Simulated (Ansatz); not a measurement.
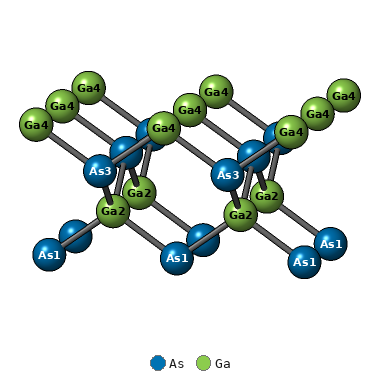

The system is C on a GaAs(100) slab cut from the F-43m phase, its upper half relaxed before the scan (4 atoms of substrate and one adsorbate in a 1 × 1 cell); the picture shows it without the atoms that are moved over the map. C is moved along a line over the surface and along the normal, above a rigid substrate. First axis: position of C5 along the first surface vector, from above Ga4. Second axis: height of C5 above the plane of Ga4. The scan uses a 6 × 8 grid; 24 points were computed and 11 follow by symmetry. At 13 points there is no value (left out of the scan, as a rule where atoms come close). Points are written as (first, second). All energies are given in eV relative to the lowest grid point. Energies and slopes of some neighbouring points disagree (a jump in structure or state, or too coarse a mesh). Theory: Ansatz 0.2.0, DFT PBE, scalar-relativistic, plane waves, PAW. Settings: cutoff 420 eV, k-mesh 7×7×1, gaussian smearing 0.05 eV, spin-polarised.

Range: position of C5 along the first surface vector from 0.00 to 3.39 Å; height of C5 above the plane of Ga4 from 0.11 to 3.73 Å.

What will the energy surface look like?

Answer. The lowest grid point is at (2.03 Å, 0.62 Å) [nearest 1 As at 2.03 Å]. Other grid points that lie below all their neighbours: (0.00 Å, 2.13 Å) [nearest 1 Ga at 2.13 Å] (1.46 eV higher). The highest grid point, (2.03 Å, 3.73 Å), lies 3.42 eV above the lowest.

```csv
"second ↓, first →",0.00,0.68,1.35,2.03,2.71,3.39
3.73,3.30,3.33,3.39,3.42,3.39,3.33
3.03,2.80,2.88,3.06,3.16,3.06,2.88
2.53,2.11,2.27,2.62,2.81,2.62,2.27
2.13,1.46,1.62,2.09,2.38,2.09,1.62
1.63,2.30,1.57,1.22,1.60,1.22,1.57
1.12,–,–,0.90,0.66,0.90,–
0.62,–,–,–,0.00,–,–
0.11,–,–,–,2.27,–,–
```

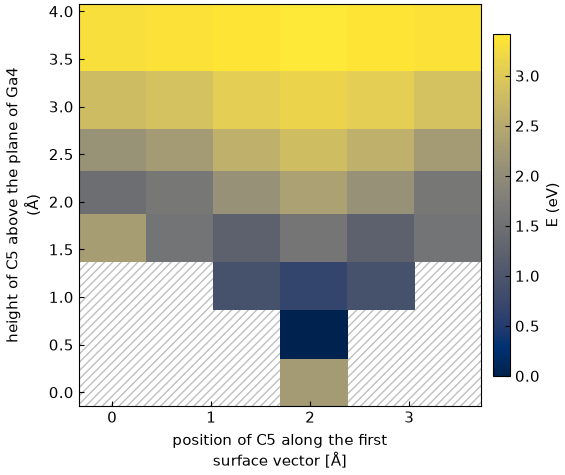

In the figure: one coloured cell a grid point, hatched blanks where no value was computed.

Time for the 24 points that were run: 31 min on 2 threads of Arm Neoverse N1, with other jobs on the host.

PAW datasets: the set soft_1.
